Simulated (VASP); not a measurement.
Band structure of AlN (relaxed from the layered h-BN type structure, space group P6_3/mmc). Calculation: r2SCAN meta-GGA, VASP's PBE PAW potentials (set 64) (plane waves; VASP).

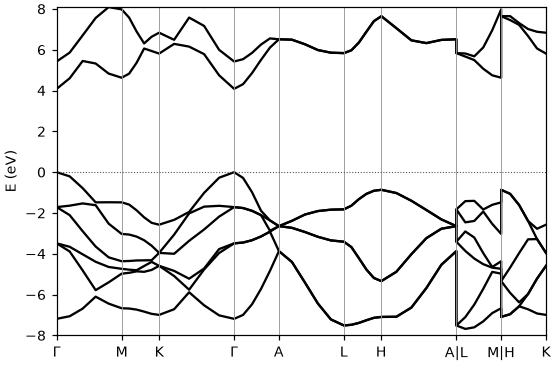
Figure: Bands along high-symmetry lines, zero at the valence-band maximum or, without a gap, the Fermi level

Problem. Read the plot: is there a gap, and where are the band edges?

Solution. The gap is direct, 4.09 eV, from the valence maximum at Γ to the conduction minimum at Γ.

The structure was generated: AlN was put into the layered h-BN type type (P6_3/mmc), which need not be its known phase. It was relaxed first, which changed the volume by -48 %.
